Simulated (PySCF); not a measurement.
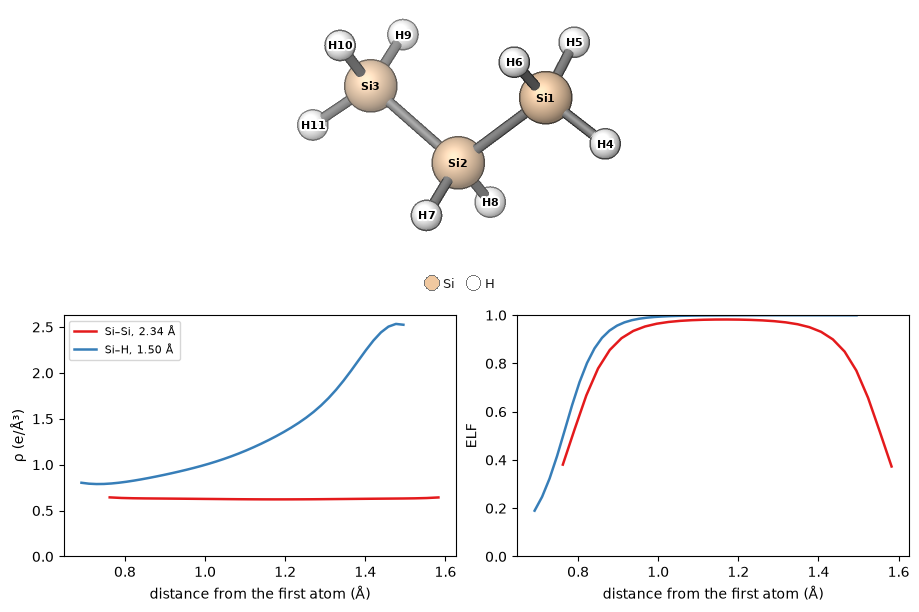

The picture shows: H$_{8}$Si$_{3}$. Electron density and electron localisation function along straight lines between neighbouring atoms. The curves leave out the atomic cores. The structure is drawn too.

Geometry: PBE0-D3(BJ)/ma-def2-SVP.

These are results of DFT single point, gas phase, functional PBE0 (PySCF), not measurements.

| atom | x (Å) | y (Å) | z (Å) |
| --- | --- | --- | --- |
| Si | 1.8045 | 0.7313 | -0.0329 |
| Si | 0.1958 | -0.9738 | -0.0685 |
| Si | -1.9440 | -0.0244 | 0.0705 |
| H | 3.1853 | 0.1845 | -0.2057 |
| H | 1.5285 | 1.7039 | -1.1348 |
| H | 1.7314 | 1.4576 | 1.2722 |
| H | 0.4178 | -1.9030 | 1.0847 |
| H | 0.3170 | -1.7594 | -1.3377 |
| H | -2.1642 | 0.8783 | -1.1012 |
| H | -2.0533 | 0.7854 | 1.3230 |
| H | -3.0089 | -1.0737 | 0.0792 |

Q: Compare the contacts.

A: Si–Si (2.34 Å): the density is about 0.62 e/Å³ at the midpoint; the ELF peaks at about 1 between the atoms; localised, covalent bonding.
Si–H (1.50 Å): ρ at the midpoint is about 0.79 e/Å³; the ELF climbs to about 1 towards the hydrogen, as it does in any bond to H.
